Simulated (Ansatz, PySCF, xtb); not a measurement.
C2H2 (SMILES C#C) and H2 (SMILES [H][H]) are pulled apart as rigid monomers along the line of their centres of mass, from the B3LYP-D3(BJ)/def2-TZVP minimum. Starting geometry (charge 0, multiplicity 1):
```
atom    x (Å)    y (Å)    z (Å)
----  -------  -------  -------
C     -0.9017  -0.1364   0.2343
C      0.2333   0.0209  -0.1113
H     -1.9094  -0.2760   0.5417
H      1.2415   0.1606  -0.4169
H      0.5593   0.0953   3.0200
H      0.7768   0.1325   3.7313
```

Interaction energies with rigid monomers; basis-set methods are counterpoise corrected unless marked otherwise.

Frozen-core correlation. Rows in 6-31G* carry no dispersion term and start afresh at each structure (6-31G* with six Cartesian d functions).

Codes used: Ansatz (Gaussian basis) for Hartree–Fock, density functionals and correlated methods; PySCF for 6-31G* rows; xtb for the GFN methods. Each number belongs to the level named beside it.

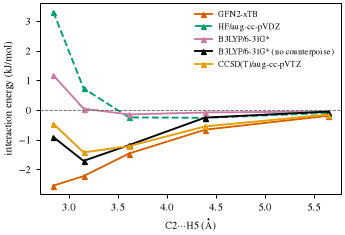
Fig. 1. Interaction energy against separation

Problem. Which level binds most strongly at C2···H5 = 3.15, and by how much?

Solution. GFN2-xTB, -2 kJ/mol.

Ansatz is a program for electronic structure.
